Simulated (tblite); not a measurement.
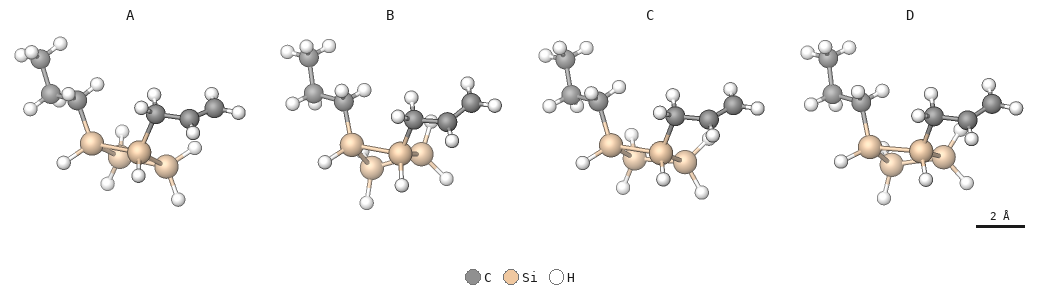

4 geometries from one relaxation of C6H18Si4, in shuffled order. Style: ball-and-stick. Shown at a tilt.

Method: GFN2-xTB geometry optimisation, gas phase in tblite 0.8.0. 

Order the frames from highest to lowest energy.

B, D, C, A. They are steps 0, 48, 86, 155, at +0.635 eV, +0.052 eV, +0.018 eV relative to the last. The energy falls by 0.635 eV in 155 geometry steps. The largest move after the best rigid fit is that of an H atom, 1.55 Å. Largest moves by element: H 1.55 Å, Si 0.66 Å, C 0.49 Å. Some distances before and after: Si–Si 2.267 → 2.360 Å, C–Si 1.844 → 1.927 Å, Si–Si 2.284 → 2.366 Å, C–Si 1.855 → 1.913 Å. Among the angles between lasting bonds that change: H–Si–H 113.9° → 102.2°, H–Si–H 113.2° → 102.7°, C–Si–H 113.8° → 104.3°. Groups turn about Si–Si by about 30°, Si–Si by about 30°, Si–Si by about 25°.
